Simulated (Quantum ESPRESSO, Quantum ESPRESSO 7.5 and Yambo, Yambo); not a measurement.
## A GW chain in Yambo: BN (Qingsongite)

How does a plane-wave GW calculation on BN (Qingsongite) run from the first input to the gap?

Main program and level: Quantum ESPRESSO 7.5 and Yambo 5.3.0; PBE and many-body steps on it, plane waves.

## 1. Set-up

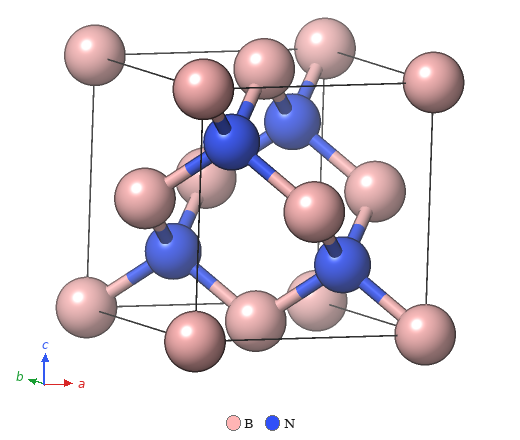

Start, viewed slightly off an axis; boron pink, nitrogen blue. This picture shows the conventional cell, with its axes. Bonds to atoms that aren't drawn are left out. Some periodic images of atoms are drawn too.

The cell and positions come from the Crystallography Open Database and are kept as given unless a step says otherwise.

## 2. Ground state

This step: Quantum ESPRESSO 7.5; DFT, PBE, plane waves, norm-conserving pseudopotentials.

The ground-state density comes first.

Contents of pw.in:

```
&control
  calculation = 'scf'
  prefix = 'x'
  outdir = 'o'
  pseudo_dir = 'pseudo'
/
&system
  ibrav = 0
  nat = 2
  ntyp = 2
  ecutwfc = 72.0
  nbnd = 9
  force_symmorphic = .true.
/
&electrons
  conv_thr = 1e-10
  electron_maxstep = 80
  mixing_beta = 0.5
/
ATOMIC_SPECIES
  B 10.81 B.upf
  N 14.007 N.upf
CELL_PARAMETERS angstrom
  -0.0000000000 1.8075000000 1.8075000000
  1.8075000000 0.0000000000 1.8075000000
  1.8075000000 1.8075000000 -0.0000000000
ATOMIC_POSITIONS crystal
  B 0.0000000000 0.0000000000 0.0000000000
  N 0.2500000000 0.2500000000 0.2500000000
K_POINTS automatic
  10 10 10 0 0 0
```

Run with:

```sh
$ OMP_NUM_THREADS=1 mpirun -n 4 pw.x -nk 4 -in pw.in > pw.out
```

The program printed:

```text
Program PWSCF v.7.5 starts

     This program is part of the open-source Quantum ESPRESSO suite
     for quantum simulation of materials; please cite
         "P. Giannozzi et al., J. Phys.:Condens. Matter 21 395502 (2009);
         "P. Giannozzi et al., J. Phys.:Condens. Matter 29 465901 (2017);
         "P. Giannozzi et al., J. Chem. Phys. 152 154105 (2020);
     in publications or presentations arising from this work. More details at
     Message from routine setup:
     using ibrav=0 with symmetry is DISCOURAGED, use correct ibrav instead

     G-vector sticks info

     bravais-lattice index     =            0
     lattice parameter (alat)  =       4.8305  a.u.
     unit-cell volume          =      79.7006 (a.u.)^3
     number of atoms/cell      =            2
     number of atomic types    =            2
     number of electrons       =         8.00
     number of Kohn-Sham states=            9
     kinetic-energy cutoff     =      72.0000  Ry
     charge density cutoff     =     288.0000  Ry
     scf convergence threshold =      1.0E-10
     mixing beta               =       0.5000
     number of iterations used =            8  plain     mixing
     Exchange-correlation= PBE
                           (   1   4   3   4   0   0   0)

     celldm(1)=   4.830501  celldm(2)=   0.000000  celldm(3)=   0.000000
     celldm(4)=   0.000000  celldm(5)=   0.000000  celldm(6)=   0.000000

     crystal axes: (cart. coord. in units of alat)
               a(1) = (  -0.000000   0.707107   0.707107 )
               a(2) = (   0.707107   0.000000   0.707107 )
               a(3) = (   0.707107   0.707107  -0.000000 )

     reciprocal axes: (cart. coord. in units 2 pi/alat)
               b(1) = ( -0.707107  0.707107  0.707107 )
               b(2) = (  0.707107 -0.707107  0.707107 )
               b(3) = (  0.707107  0.707107 -0.707107 )
     Pseudo is Norm-conserving + core correction, Zval =  3.0
     Generated using ONCVPSP code by D. R. Hamann
     Using radial grid of 1534 points,  4 beta functions with:
     Pseudo is Norm-conserving + core correction, Zval =  5.0
     Generated using ONCVPSP code by D. R. Hamann
     Using radial grid of 1058 points,  4 beta functions with:
     B                 3.00    10.81000     B ( 1.00)
     N                 5.00    14.00700     N ( 1.00)

     24 Sym. Ops. (no inversion) found

   Cartesian axes

     site n.     atom                  positions (alat units)
         1        B      tau(   1) = (   0.0000000   0.0000000   0.0000000  )
         2        N      tau(   2) = (   0.3535534   0.3535534   0.3535534  )

     number of k points=    47
                       cart. coord. in units 2pi/alat
        k(    1) = (   0.0000000   0.0000000   0.0000000), wk =   0.0020000
        k(    2) = (   0.0707107   0.0707107  -0.0707107), wk =   0.0160000
        k(    3) = (   0.1414214   0.1414214  -0.1414214), wk =   0.0160000
        k(    4) = (   0.2121320   0.2121320  -0.2121320), wk =   0.0160000
        k(    5) = (   0.2828427   0.2828427  -0.2828427), wk =   0.0160000
        k(    6) = (  -0.3535534  -0.3535534   0.3535534), wk =   0.0080000
        k(    7) = (   0.1414214  -0.0000000   0.0000000), wk =   0.0120000
        k(    8) = (   0.2121320   0.0707107  -0.0707107), wk =   0.0480000
        k(    9) = (   0.2828427   0.1414214  -0.1414214), wk =   0.0480000
        k(   10) = (   0.3535534   0.2121320  -0.2121320), wk =   0.0480000
     [... 35 further rows ...]
        k(   46) = (  -0.0707107  -0.3535534   0.6363961), wk =   0.0480000
        k(   47) = (  -0.7071068   0.2828427   0.0000000), wk =   0.0240000

     Dense  grid:     6615 G-vectors     FFT dimensions: (  27,  27,  27)

     Initial potential from superposition of free atoms

     starting charge       7.9997, renormalised to       8.0000
     Starting wfcs are    8 randomized atomic wfcs +    1 random wfcs

     per-process dynamical memory:     9.4 Mb

     Self-consistent Calculation

     iteration #  1     ecut=    72.00 Ry     beta= 0.50

     total energy              =     -26.76617838 Ry
     estimated scf accuracy    <       0.21319777 Ry

     iteration #  2     ecut=    72.00 Ry     beta= 0.50

     total energy              =     -26.80345313 Ry
     estimated scf accuracy    <       0.02067927 Ry

     iteration #  3     ecut=    72.00 Ry     beta= 0.50

     total energy              =     -26.80510279 Ry
     estimated scf accuracy    <       0.00335413 Ry

     iteration #  4     ecut=    72.00 Ry     beta= 0.50

     total energy              =     -26.80524845 Ry
     estimated scf accuracy    <       0.00004919 Ry

     iteration #  5     ecut=    72.00 Ry     beta= 0.50

     total energy              =     -26.80525910 Ry
     estimated scf accuracy    <       0.00000712 Ry

     iteration #  6     ecut=    72.00 Ry     beta= 0.50

     total energy              =     -26.80526036 Ry
     estimated scf accuracy    <       0.00000002 Ry

     iteration #  7     ecut=    72.00 Ry     beta= 0.50

     total energy              =     -26.80526038 Ry
     estimated scf accuracy    <       0.00000002 Ry

     iteration #  8     ecut=    72.00 Ry     beta= 0.50

     total energy              =     -26.80526038 Ry
     estimated scf accuracy    <          2.6E-10 Ry

     iteration #  9     ecut=    72.00 Ry     beta= 0.50

     End of self-consistent calculation

          k = 0.0000 0.0000 0.0000 (   869 PWs)   bands (ev):

    -9.0548  11.1555  11.1555  11.1555  20.0337  20.0337  20.0337  21.5215
    35.9011

          k = 0.0707 0.0707-0.0707 (   845 PWs)   bands (ev):

    -8.8117   9.8911  10.9021  10.9021  20.3025  20.4162  20.4162  22.3128
    35.6286

          k = 0.1414 0.1414-0.1414 (   827 PWs)   bands (ev):

    -8.0960   7.1806  10.3308  10.3308  20.6759  21.2102  21.2102  23.9653
    34.9452

          k = 0.2121 0.2121-0.2121 (   827 PWs)   bands (ev):

     [... further k-points ...]

     highest occupied, lowest unoccupied level (ev):    11.1555   15.6904

!    total energy              =     -26.80526038 Ry
     estimated scf accuracy    <          4.0E-11 Ry

     The total energy is the sum of the following terms:
     one-electron contribution =       4.69584400 Ry
     hartree contribution      =       3.58366423 Ry
     xc contribution           =      -8.74398271 Ry
     ewald contribution        =     -26.34078590 Ry

     convergence has been achieved in   9 iterations

     XML data file, charge density, pseudopotentials, collected wavefunctions

=------------------------------------------------------------------------------=
   JOB DONE.
=------------------------------------------------------------------------------=
```

Elapsed: 2.3 s, on 4 MPI ranks of Arm Neoverse V1, shared host; peak memory 0.17 GiB; 9.1 s of CPU time.

This step gave:

```yaml
total_energy: -364.7041 eV
gap: 4.535 eV
k_of_the_valence_top: 0, 0, 0
k_of_the_conduction_bottom: 0, -0.5, -0.5
least_direct_gap: 8.878 eV
```

The gap is indirect, with the least direct gap 4.34 eV higher.

## 3. Bands along the symmetry lines

The cheap functional maps the bands first; the places of the edges decide which points the dearer methods must see.

Contents of pw.in:

```
&control
  calculation = 'bands'
  prefix = 'x'
  outdir = 'o'
  pseudo_dir = 'pseudo'
/
&system
  ibrav = 0
  nat = 2
  ntyp = 2
  ecutwfc = 72.0
  nbnd = 10
  force_symmorphic = .true.
/
&electrons
  conv_thr = 1e-9
  electron_maxstep = 80
  diago_full_acc = .true.
  diago_thr_init = 5e-6
/
ATOMIC_SPECIES
  B 10.81 B.upf
  N 14.007 N.upf
CELL_PARAMETERS angstrom
  -0.0000000000 1.8075000000 1.8075000000
  1.8075000000 0.0000000000 1.8075000000
  1.8075000000 1.8075000000 -0.0000000000
ATOMIC_POSITIONS crystal
  B 0.0000000000 0.0000000000 0.0000000000
  N 0.2500000000 0.2500000000 0.2500000000
K_POINTS crystal
  50
  0.00000000 0.00000000 0.00000000 1
  -0.06250000 -0.06250000 0.00000000 1
  -0.12500000 -0.12500000 0.00000000 1
  -0.18750000 -0.18750000 0.00000000 1
  -0.25000000 -0.25000000 0.00000000 1
  -0.31250000 -0.31250000 0.00000000 1
  -0.37500000 -0.37500000 0.00000000 1
  -0.43750000 -0.43750000 0.00000000 1
  -0.50000000 -0.50000000 0.00000000 1
  -0.48437500 -0.48437500 0.03125000 1
  -0.46875000 -0.46875000 0.06250000 1
  -0.45312500 -0.45312500 0.09375000 1
  -0.43750000 -0.43750000 0.12500000 1
  -0.42187500 -0.42187500 0.15625000 1
  -0.40625000 -0.40625000 0.18750000 1
  -0.39062500 -0.39062500 0.21875000 1
  -0.37500000 -0.37500000 0.25000000 1
  -0.37500000 0.00000000 0.37500000 1
  -0.32812500 0.00000000 0.32812500 1
  -0.28125000 0.00000000 0.28125000 1
  -0.23437500 0.00000000 0.23437500 1
  -0.18750000 0.00000000 0.18750000 1
  -0.14062500 0.00000000 0.14062500 1
  -0.09375000 0.00000000 0.09375000 1
  -0.04687500 0.00000000 0.04687500 1
  0.00000000 0.00000000 0.00000000 1
  0.00000000 0.00000000 0.06250000 1
  0.00000000 0.00000000 0.12500000 1
  0.00000000 0.00000000 0.18750000 1
  0.00000000 0.00000000 0.25000000 1
  0.00000000 0.00000000 0.31250000 1
  0.00000000 0.00000000 0.37500000 1
  0.00000000 0.00000000 0.43750000 1
  -0.00000000 -0.00000000 0.50000000 1
  -0.06250000 -0.03125000 0.46875000 1
  -0.12500000 -0.06250000 0.43750000 1
  -0.18750000 -0.09375000 0.40625000 1
  -0.25000000 -0.12500000 0.37500000 1
  -0.31250000 -0.15625000 0.34375000 1
  -0.37500000 -0.18750000 0.31250000 1
  -0.43750000 -0.21875000 0.28125000 1
  -0.50000000 -0.25000000 0.25000000 1
  -0.50000000 -0.28125000 0.21875000 1
  -0.50000000 -0.31250000 0.18750000 1
  -0.50000000 -0.34375000 0.15625000 1
  -0.50000000 -0.37500000 0.12500000 1
  -0.50000000 -0.40625000 0.09375000 1
  -0.50000000 -0.43750000 0.06250000 1
  -0.50000000 -0.46875000 0.03125000 1
  -0.50000000 -0.50000000 0.00000000 1
```

The program printed:

```text
[banner, memory and clock lines left out]
Program PWSCF v.7.5 starts

     Atomic positions and unit cell read from directory:
     o/x.save/

     Message from routine setup:
     using ibrav=0 with symmetry is DISCOURAGED, use correct ibrav instead

     G-vector sticks info

     bravais-lattice index     =            0
     lattice parameter (alat)  =       4.8305  a.u.
     unit-cell volume          =      79.7006 (a.u.)^3
     number of atoms/cell      =            2
     number of atomic types    =            2
     number of electrons       =         8.00
     number of Kohn-Sham states=           10
     kinetic-energy cutoff     =      72.0000  Ry
     charge density cutoff     =     288.0000  Ry
     Exchange-correlation= PBE
                           (   1   4   3   4   0   0   0)

     celldm(1)=   4.830501  celldm(2)=   0.000000  celldm(3)=   0.000000
     celldm(4)=   0.000000  celldm(5)=   0.000000  celldm(6)=   0.000000

     crystal axes: (cart. coord. in units of alat)
               a(1) = (  -0.000000   0.707107   0.707107 )
               a(2) = (   0.707107   0.000000   0.707107 )
               a(3) = (   0.707107   0.707107  -0.000000 )

     reciprocal axes: (cart. coord. in units 2 pi/alat)
               b(1) = ( -0.707107  0.707107  0.707107 )
               b(2) = (  0.707107 -0.707107  0.707107 )
               b(3) = (  0.707107  0.707107 -0.707107 )
     Pseudo is Norm-conserving + core correction, Zval =  3.0
     Generated using ONCVPSP code by D. R. Hamann
     Using radial grid of 1534 points,  4 beta functions with:
     Pseudo is Norm-conserving + core correction, Zval =  5.0
     Generated using ONCVPSP code by D. R. Hamann
     Using radial grid of 1058 points,  4 beta functions with:
     B                 3.00    10.81000     B ( 1.00)
     N                 5.00    14.00700     N ( 1.00)

     24 Sym. Ops. (no inversion) found

   Cartesian axes

     site n.     atom                  positions (alat units)
         1        B      tau(   1) = (   0.0000000   0.0000000   0.0000000  )
         2        N      tau(   2) = (   0.3535534   0.3535534   0.3535534  )

     number of k points=    50
                       cart. coord. in units 2pi/alat
        k(    1) = (   0.0000000   0.0000000   0.0000000), wk =   0.0400000
        k(    2) = (   0.0000000   0.0000000  -0.0883883), wk =   0.0400000
        k(    3) = (   0.0000000   0.0000000  -0.1767767), wk =   0.0400000
[...]
[... 38 further rows ...]
        k(   49) = (   0.0441942  -0.0000000  -0.7071068), wk =   0.0400000
        k(   50) = (   0.0000000   0.0000000  -0.7071068), wk =   0.0400000

     Dense  grid:     6615 G-vectors     FFT dimensions: (  27,  27,  27)

     The potential is recalculated from file :
     o/x.save/charge-density

     Starting wfcs are    8 randomized atomic wfcs +    2 random wfcs

     Band Structure Calculation

     End of band structure calculation

          k = 0.0000 0.0000 0.0000 (   869 PWs)   bands (ev):

    -9.0548  11.1555  11.1555  11.1555  20.0337  20.0337  20.0337  21.5215
    35.9011  39.2726

          k = 0.0000 0.0000-0.0884 (   857 PWs)   bands (ev):

    -8.9278  10.8155  10.8352  10.8352  19.8241  20.4590  20.4590  21.9020
    35.1423  36.7893

          k = 0.0000 0.0000-0.1768 (   841 PWs)   bands (ev):

    -8.5501   9.9089  10.0461  10.0461  19.3628  21.5586  21.5586  22.6749
    32.1816  37.0834

          k = 0.0000-0.0000-0.2652 (   829 PWs)   bands (ev):

[...]
k = 0.0000 0.0000-0.3536 (   833 PWs)   bands (ev):

[...]
k =-0.0000 0.0000-0.4419 (   829 PWs)   bands (ev):

[...]
k = 0.0000-0.0000-0.5303 (   817 PWs)   bands (ev):

[...]
k = 0.0000-0.0000-0.6187 (   810 PWs)   bands (ev):

[...]
k = 0.0000 0.0000 0.0000 (   869 PWs)   bands (ev):

[...]
k = 0.2652 0.0000-0.7071 (   812 PWs)   bands (ev):

[...]
k = 0.0884-0.0000-0.7071 (   814 PWs)   bands (ev):

[...]
k = 0.0442-0.0000-0.7071 (   806 PWs)   bands (ev):

    -3.4542   2.2754   6.1761   6.1910  15.8382  20.6095  28.9582  29.0458
    31.8558  38.3072

          k = 0.0000 0.0000-0.7071 (   806 PWs)   bands (ev):

    -3.4651   2.2487   6.2483   6.2483  15.6904  20.4971  29.0656  29.0656
    31.9168  38.3936

     XML data file, pseudopotentials, collected wavefunctions
```

It took 1.4 s on 4 MPI ranks; peak memory 0.05 GiB.

This step gave:

* gap: 4.535 eV
* k of the valence top: 0, 0, 0
* k of the conduction bottom: -0.5, -0.5, 0
* least direct gap: 8.878 eV

The gap is 4.535 eV, as in the run before at this level.

Electronic bands along the path, in eV, zero at the top of the highest filled band; v1 is the highest filled band, c1 the lowest empty one:

```tsv
point	v4	v3	v2	v1	c1	c2	c3	c4
Γ	-20.21	0.00	0.00	0.00	8.88	8.88	8.88	10.37
X	-14.62	-8.91	-4.91	-4.91	4.53	9.34	17.91	17.91
U	-14.54	-8.12	-7.66	-4.08	6.98	12.95	15.84	16.68
jump to K	-14.54	-8.12	-7.66	-4.08	6.98	12.95	15.84	16.68
Γ	-20.21	0.00	0.00	0.00	8.88	8.88	8.88	10.37
L	-15.99	-10.68	-1.94	-1.94	10.21	10.78	10.78	15.26
W	-14.31	-7.58	-6.96	-6.50	9.65	13.35	14.61	14.69
X	-14.62	-8.91	-4.91	-4.91	4.53	9.34	17.91	17.91
```

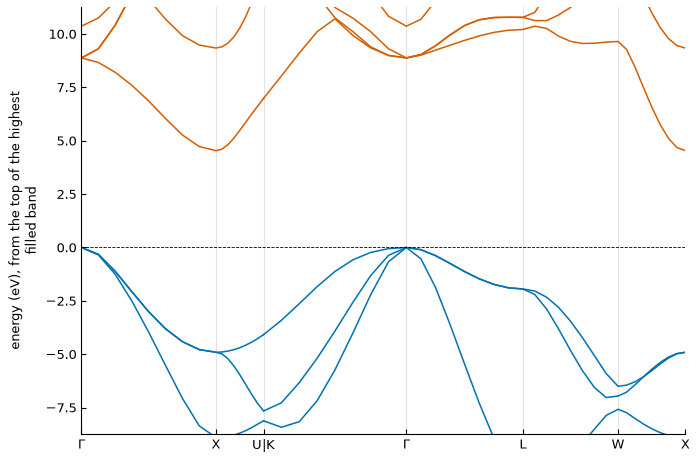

Electronic bands along the path; lines of filled and empty bands in two colours.

## 4. Empty states on the mesh, 6×6×6 mesh, 53 bands

The sums over transitions need many empty states on a uniform mesh; this step solves for them.

Contents of pw.in:

```
&control
  calculation = 'nscf'
  prefix = 'x'
  outdir = 'o'
  pseudo_dir = 'pseudo'
/
&system
  ibrav = 0
  nat = 2
  ntyp = 2
  ecutwfc = 72.0
  nbnd = 53
  force_symmorphic = .true.
/
&electrons
  conv_thr = 1e-9
  electron_maxstep = 80
  diago_full_acc = .true.
  diago_thr_init = 5e-6
/
ATOMIC_SPECIES
  B 10.81 B.upf
  N 14.007 N.upf
CELL_PARAMETERS angstrom
  -0.0000000000 1.8075000000 1.8075000000
  1.8075000000 0.0000000000 1.8075000000
  1.8075000000 1.8075000000 -0.0000000000
ATOMIC_POSITIONS crystal
  B 0.0000000000 0.0000000000 0.0000000000
  N 0.2500000000 0.2500000000 0.2500000000
K_POINTS automatic
  6 6 6 0 0 0
```

The program printed:

```text
[banner, memory and clock lines left out]
Program PWSCF v.7.5 starts

     Atomic positions and unit cell read from directory:
     o/x.save/

     Message from routine setup:
     using ibrav=0 with symmetry is DISCOURAGED, use correct ibrav instead

     G-vector sticks info

     bravais-lattice index     =            0
     lattice parameter (alat)  =       4.8305  a.u.
     unit-cell volume          =      79.7006 (a.u.)^3
     number of atoms/cell      =            2
     number of atomic types    =            2
     number of electrons       =         8.00
     number of Kohn-Sham states=           53
     kinetic-energy cutoff     =      72.0000  Ry
     charge density cutoff     =     288.0000  Ry
     Exchange-correlation= PBE
                           (   1   4   3   4   0   0   0)

     celldm(1)=   4.830501  celldm(2)=   0.000000  celldm(3)=   0.000000
     celldm(4)=   0.000000  celldm(5)=   0.000000  celldm(6)=   0.000000

     crystal axes: (cart. coord. in units of alat)
               a(1) = (  -0.000000   0.707107   0.707107 )
               a(2) = (   0.707107   0.000000   0.707107 )
               a(3) = (   0.707107   0.707107  -0.000000 )

     reciprocal axes: (cart. coord. in units 2 pi/alat)
               b(1) = ( -0.707107  0.707107  0.707107 )
               b(2) = (  0.707107 -0.707107  0.707107 )
               b(3) = (  0.707107  0.707107 -0.707107 )
     Pseudo is Norm-conserving + core correction, Zval =  3.0
     Generated using ONCVPSP code by D. R. Hamann
     Using radial grid of 1534 points,  4 beta functions with:
     Pseudo is Norm-conserving + core correction, Zval =  5.0
     Generated using ONCVPSP code by D. R. Hamann
     Using radial grid of 1058 points,  4 beta functions with:
     B                 3.00    10.81000     B ( 1.00)
     N                 5.00    14.00700     N ( 1.00)

     24 Sym. Ops. (no inversion) found

   Cartesian axes

     site n.     atom                  positions (alat units)
         1        B      tau(   1) = (   0.0000000   0.0000000   0.0000000  )
         2        N      tau(   2) = (   0.3535534   0.3535534   0.3535534  )

     number of k points=    16
                       cart. coord. in units 2pi/alat
        k(    1) = (   0.0000000   0.0000000   0.0000000), wk =   0.0092593
        k(    2) = (   0.1178511   0.1178511  -0.1178511), wk =   0.0740741
        k(    3) = (   0.2357023   0.2357023  -0.2357023), wk =   0.0740741
[...]
[... 4 further rows ...]
        k(   15) = (  -0.1178511  -0.3535534   0.5892557), wk =   0.2222222
        k(   16) = (  -0.7071068   0.2357023   0.0000000), wk =   0.1111111

     Dense  grid:     6615 G-vectors     FFT dimensions: (  27,  27,  27)

     The potential is recalculated from file :
     o/x.save/charge-density

     Starting wfcs are    8 randomized atomic wfcs +   45 random wfcs

     Band Structure Calculation

     End of band structure calculation

          k = 0.0000 0.0000 0.0000 (   869 PWs)   bands (ev):

    -9.0548  11.1555  11.1555  11.1555  20.0337  20.0337  20.0337  21.5215
    35.9011  39.2725  39.2725  39.6374  39.6374  39.6374  46.8155  58.1892
    58.1892  58.1892  79.7920  79.7920  79.7920  83.7138  83.7138  85.6955
[...]
121.6917 121.8077 129.3129 130.9017 130.9017

          k = 0.1179 0.1179-0.1179 (   830 PWs)   bands (ev):

[...]
130.6049 130.6049 130.7818 133.5552 138.2558

          k = 0.2357 0.2357-0.2357 (   823 PWs)   bands (ev):

[...]
99.9909 102.6041 107.1840 107.1840 110.7330 115.3606 115.3606 116.8121
   116.8121 117.1977 120.8382 128.5228 128.5228 128.6860 134.4981 134.4981
   135.8030 143.1878 143.1878 144.1308 146.0413

          k =-0.3536-0.3536 0.3536 (   832 PWs)   bands (ev):

     [... further k-points ...]

     highest occupied, lowest unoccupied level (ev):    11.1555   15.6904

     XML data file, pseudopotentials, collected wavefunctions
```

Elapsed: 2 s, on 4 MPI ranks; peak memory 0.16 GiB; 7.8 s of CPU time.

This step gave:

```
gap                                                           : 4.535 eV
k of the valence top                                          : 0, 0, 0
k of the conduction bottom                                    : 0, -0.5, -0.5
least direct gap                                              : 8.878 eV
k points computed                                             : 16
lowest point of the top converged band, above the valence top : 119.7461 eV
```

On this mesh the gap is 4.535 eV.

(Part 1 of 2 ends here.)

[Paths, hosts, dates, memory and timing lines, banners, echoed tables and standing remarks are left out of the program output.]

[Logs are printed without paths, hosts, clocks, repeated set-up lines and the standing remarks that a program may print on its own settings, such as how far it seeks lower states.]

[Runs of the session that timed out or met a known fault of the program may be left out.]

[Hosts, paths, dates, database ids (printed as entryN), source tags and the programs' standing remarks are cut or masked in the printed files.]
